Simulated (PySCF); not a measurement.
# Ru (+3): ligand-field states

Aim: compute the ligand-field states of Ru (+3).

Computed with PySCF 2.14.0 and routines of our own; the level stands in each step. Atoms count from 0.

### 1 The system as given

1 atom, charge 3, states of the metal's open shell are computed; geometry from: free ion.

### 2 Ligand-field states: state-averaged CASSCF

Job settings and geometry (Å):

```
{"job": {"kind": "lf", "basis": {"metal": "x2c-TZVPall", "ligand": "x2c-SVPall"}, "nevpt": true}, "charge": 3, "metal": "Ru", "open_shell": "d5"}
Ru     0.000000     0.000000     0.000000
```

Level: state-averaged CASSCF of the metal d shell, SC-NEVPT2 on the averaged canonical orbitals, state-interaction spin-orbit coupling.

Started as:

```bash
> OMP_NUM_THREADS=1 python lf_run.py task.json out
```

The driver reads the jobs from task.json and runs them one after another.

The program printed:

```text
basis functions 63, electrons 41, active (5e, 5o)
stage 1: DIIS on the effective Fock matrix, level shift 0.30
cycle   1  E = -4523.4028142595  dE = -4.523e+03  max|g| = 4.383e+00
cycle   2  E = -4525.8536534355  dE = -2.451e+00  max|g| = 1.245e+00
cycle   3  E = -4526.0670290221  dE = -2.134e-01  max|g| = 4.149e-01
cycle   4  E = -4526.0853426448  dE = -1.831e-02  max|g| = 3.144e-02
cycle   5  E = -4526.0855396829  dE = -1.970e-04  max|g| = 3.722e-03
cycle   6  E = -4526.0855428407  dE = -3.158e-06  max|g| = 5.403e-04
cycle   7  E = -4526.0855429508  dE = -1.102e-07  max|g| = 9.768e-05
cycle   8  E = -4526.0855429546  dE = -3.767e-09  max|g| = 1.410e-05
cycle   9  E = -4526.0855429547  dE = -1.046e-10  max|g| = 2.533e-06
converged average energy = -4526.0855429547

 mult deg   label        CASSCF/cm-1   NEVPT2/cm-1
   6   1   6S                  0.0           0.0
   4   9   4G              27463.3       25014.1
   4   3   4P              32070.6       28820.3
   4   5   4D              33841.2       30091.8
   2  13   2I              39385.6       36364.6
   2   5   2D              44886.7       40104.5
   4   7   4F              45737.6       41271.6
   2   7   2F              45815.2       41325.4
   2   9   2G              49408.0       44362.3
   2  11   2H              48548.6       44421.2
   2   7   2F              53052.6       47253.1
   2   1   2S              58519.4       51653.7
   2   5   2D              64949.0       57985.3
   2   9   2G              71326.9       64108.3
   2   3   2P              86816.2       77021.6
   2   5   2D              94174.3       84277.3

spin-orbit levels / cm-1
      0.00  x6  6S 0.99
  24742.11  x6  4G 0.96
  24968.46  x8  4G 0.98
  25038.41  x12  4G 0.99
  25103.63  x10  4G 0.99
  27387.00  x6  4P 0.63 4D 0.32 2D 0.03
  27845.88  x4  4P 0.67 4D 0.32
  28484.78  x2  4P 0.80 4D 0.19
  30012.41  x8  4D 0.97
```

Wall time 5.7 s (1 thread of Arm Neoverse V2, shared host); peak memory 0.2 GiB.

In short:

| quantity | value |
| --- | --- |
| spin-orbit constant ζ | 1163 cm⁻¹ |

Powder susceptibility:

```csv
T (K),χT (cm³ K/mol),μ(eff)
2,4.372,5.91
5,4.372,5.91
10,4.372,5.91
20,4.372,5.91
30,4.372,5.91
50,4.372,5.91
75,4.372,5.91
100,4.372,5.91
150,4.372,5.91
200,4.372,5.91
250,4.372,5.91
300,4.372,5.91
```

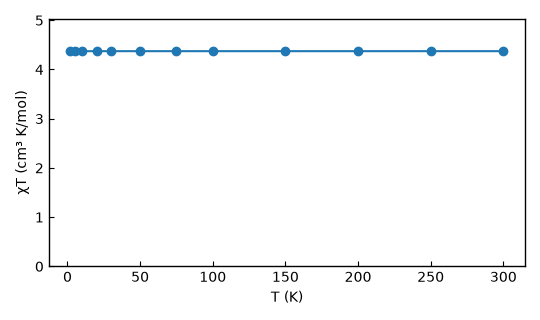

χT against temperature.

The fields below are evaluated on a grid from the run's orbitals.

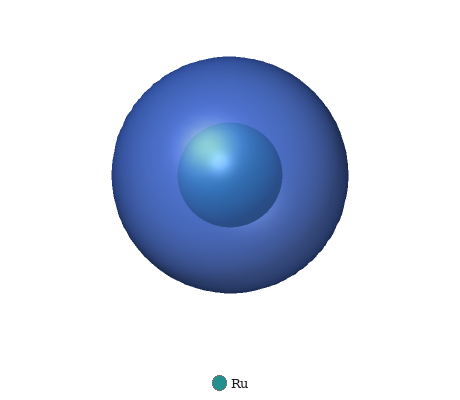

Spin density at ±0.08 e/Å³ (alpha excess blue, beta excess red).

In these pictures sticks join atoms by distance alone, so bonds to metals can be missing or extra.

### 3 Ligand-field states: state-averaged CASSCF (avg hs)

Job settings and geometry (Å):

```
{"job": {"kind": "lf", "basis": {"metal": "x2c-TZVPall", "ligand": "x2c-SVPall"}, "nevpt": true, "avg": "hs"}, "charge": 3, "metal": "Ru", "open_shell": "d5"}
Ru     0.000000     0.000000     0.000000
```

Level: state-averaged CASSCF of the metal d shell, SC-NEVPT2 on the averaged canonical orbitals, state-interaction spin-orbit coupling.

The program printed:

```text
basis functions 63, electrons 41, active (5e, 5o)
stage 1: DIIS on the effective Fock matrix, level shift 0.30
cycle   1  E = -4523.6569286128  dE = -4.524e+03  max|g| = 4.383e+00
cycle   2  E = -4526.0909575691  dE = -2.434e+00  max|g| = 1.231e+00
cycle   3  E = -4526.2828658148  dE = -1.919e-01  max|g| = 3.969e-01
cycle   4  E = -4526.2977974913  dE = -1.493e-02  max|g| = 2.713e-02
cycle   5  E = -4526.2979455653  dE = -1.481e-04  max|g| = 2.614e-03
cycle   6  E = -4526.2979476603  dE = -2.095e-06  max|g| = 3.753e-04
cycle   7  E = -4526.2979477228  dE = -6.251e-08  max|g| = 7.490e-05
cycle   8  E = -4526.2979477253  dE = -2.457e-09  max|g| = 1.309e-05
cycle   9  E = -4526.2979477253  dE = -7.094e-11  max|g| = 2.028e-06
converged average energy = -4526.2979477253

 mult deg   label        CASSCF/cm-1   NEVPT2/cm-1
   6   1   6S                  0.0           0.0
   4   9   4G              27886.7       25038.9
   4   3   4P              32579.6       28859.0
   4   5   4D              34348.4       30115.0
   2  13   2I              40003.1       36405.2
   2   5   2D              45593.2       40155.0
   4   7   4F              46426.2       41299.8
   2   7   2F              46542.3       41380.3
   2   9   2G              50157.3       44400.2
   2  11   2H              49311.6       44472.4
   2   7   2F              53849.8       47289.7
   2   1   2S              59388.4       51689.2
   2   5   2D              65927.5       58029.3
   2   9   2G              72389.3       64145.9
   2   3   2P              88082.1       77051.8
   2   5   2D              95570.4       84320.7

spin-orbit levels / cm-1
      0.00  x6  6S 0.99
  24765.17  x6  4G 0.96
  24992.87  x8  4G 0.98
  25063.33  x12  4G 0.99
  25128.87  x10  4G 0.99
  27413.22  x6  4P 0.63 4D 0.32 2D 0.03
  27874.35  x4  4P 0.67 4D 0.32
  28518.41  x2  4P 0.80 4D 0.19
  30035.27  x8  4D 0.97
```

Wall time 2.7 s (1 thread of Arm Neoverse V2, shared host); peak memory 0.2 GiB.

Key values:

```
             quantity      value
spin-orbit constant ζ  1168 cm⁻¹
```

Powder susceptibility:

```
T (K)  χT (cm³ K/mol)  μ(eff)
    2           4.372    5.91
   20           4.372    5.91
  100           4.372    5.91
  300           4.372    5.91
```

### 4 Ligand-field states: state-averaged CASSCF (roots {'6': 999, '4': 0, '2': 0})

Job settings and geometry (Å):

```
{"job": {"kind": "lf", "basis": {"metal": "x2c-TZVPall", "ligand": "x2c-SVPall"}, "nevpt": true, "roots": {"6": 999, "4": 0, "2": 0}}, "charge": 3, "metal": "Ru", "open_shell": "d5"}
Ru     0.000000     0.000000     0.000000
```

Method: state-averaged CASSCF of the metal d shell, SC-NEVPT2 on the averaged canonical orbitals, state-interaction spin-orbit coupling.

The program printed:

```text
basis functions 63, electrons 41, active (5e, 5o)
stage 1: DIIS on the effective Fock matrix, level shift 0.30
cycle   1  E = -4523.4028142595  dE = -4.523e+03  max|g| = 4.383e+00
cycle   2  E = -4525.8536534355  dE = -2.451e+00  max|g| = 1.245e+00
cycle   3  E = -4526.0670290221  dE = -2.134e-01  max|g| = 4.149e-01
cycle   4  E = -4526.0853426448  dE = -1.831e-02  max|g| = 3.144e-02
cycle   5  E = -4526.0855396829  dE = -1.970e-04  max|g| = 3.722e-03
cycle   6  E = -4526.0855428407  dE = -3.158e-06  max|g| = 5.403e-04
cycle   7  E = -4526.0855429508  dE = -1.102e-07  max|g| = 9.768e-05
cycle   8  E = -4526.0855429546  dE = -3.767e-09  max|g| = 1.410e-05
cycle   9  E = -4526.0855429547  dE = -1.046e-10  max|g| = 2.533e-06
converged average energy = -4526.0855429547

 mult deg   label        CASSCF/cm-1   NEVPT2/cm-1
   6   1   6S                  0.0           0.0

spin-orbit levels / cm-1
      0.00  x6  6S 1.00
```

Wall time 0.58 s (1 thread of Arm Neoverse V2, shared host); peak memory 0.2 GiB.

From this job:

```
             quantity      value
spin-orbit constant ζ  1163 cm⁻¹
```

This run leaves out whole multiplicities, so its levels and magnetism hold for the complex only if the ground state is among those kept.

### 5 Ligand-field states: state-averaged CASSCF (nevpt False)

Job settings and geometry (Å):

```
{"job": {"kind": "lf", "basis": {"metal": "x2c-TZVPall", "ligand": "x2c-SVPall"}, "nevpt": false}, "charge": 3, "metal": "Ru", "open_shell": "d5"}
Ru     0.000000     0.000000     0.000000
```

With the program's defaults for keys left out, this is: state-averaged CASSCF of the metal d shell, state-interaction spin-orbit coupling.

The program printed:

```text
basis functions 63, electrons 41, active (5e, 5o)
stage 1: DIIS on the effective Fock matrix, level shift 0.30
cycle   1  E = -4523.4028142595  dE = -4.523e+03  max|g| = 4.383e+00
cycle   2  E = -4525.8536534355  dE = -2.451e+00  max|g| = 1.245e+00
cycle   3  E = -4526.0670290221  dE = -2.134e-01  max|g| = 4.149e-01
cycle   4  E = -4526.0853426448  dE = -1.831e-02  max|g| = 3.144e-02
cycle   5  E = -4526.0855396829  dE = -1.970e-04  max|g| = 3.722e-03
cycle   6  E = -4526.0855428407  dE = -3.158e-06  max|g| = 5.403e-04
cycle   7  E = -4526.0855429508  dE = -1.102e-07  max|g| = 9.768e-05
cycle   8  E = -4526.0855429546  dE = -3.767e-09  max|g| = 1.410e-05
cycle   9  E = -4526.0855429547  dE = -1.046e-10  max|g| = 2.533e-06
converged average energy = -4526.0855429547

 mult deg   label        CASSCF/cm-1   NEVPT2/cm-1
   6   1   6S                  0.0
   4   9   4G              27463.3
   4   3   4P              32070.6
   4   5   4D              33841.2
   2  13   2I              39385.6
   2   5   2D              44886.7
   4   7   4F              45737.6
   2   7   2F              45815.2
   2  11   2H              48548.6
   2   9   2G              49408.0
   2   7   2F              53052.6
   2   1   2S              58519.4
   2   5   2D              64949.0
   2   9   2G              71326.9
   2   3   2P              86816.2
   2   5   2D              94174.3

spin-orbit levels / cm-1
      0.00  x6  6S 0.99
  27229.51  x6  4G 0.97
  27426.70  x8  4G 0.99
  27480.52  x12  4G 0.99
  27543.35  x10  4G 0.99
  30798.45  x6  4P 0.69 4D 0.27
  31232.38  x4  4P 0.73 4D 0.26
  31808.45  x2  4P 0.86 4D 0.14
  33751.20  x8  4D 0.97
```

Wall time 1.2 s (1 thread of Arm Neoverse V2, shared host); peak memory 0.2 GiB.

From this job:

```csv
quantity,value
spin-orbit constant ζ,1163 cm⁻¹
```

Powder susceptibility:

| T (K) | χT (cm³ K/mol) | μ(eff) |
| --- | --- | --- |
| 2 | 4.375 | 5.92 |
| 20 | 4.375 | 5.92 |
| 100 | 4.375 | 5.92 |
| 300 | 4.375 | 5.92 |

### 6 Ligand field across the series

From the CASSCF states (cm⁻¹; the spread is that of the fitted one-electron ligand-field levels):

```csv
step,setting,ground state,next state,orbital spread,Racah B,ζ,"μ(eff), 300 K"
2,as given,6S,4G at 27463,0,911,1163,5.91
3,avg hs,6S,4G at 27887,0,923,1168,5.91
5,nevpt False,6S,4G at 27463,0,911,1163,5.92
```

### 7 Outcome

```
                                               quantity       value
  spin-orbit constant ζ (step 2, state-averaged CASSCF)   1163 cm⁻¹
ground multiplicity, μ(eff) at 300 K (step 2, free ion)  6, 5.91 μB
ground multiplicity, μ(eff) at 300 K (step 3, free ion)  6, 5.91 μB
ground multiplicity, μ(eff) at 300 K (step 5, free ion)  6, 5.92 μB
```

In step 2, χT goes from 4.37 at 2 K to 4.37 cm³ K/mol at 300 K: nearly flat, so one level governs the whole range.
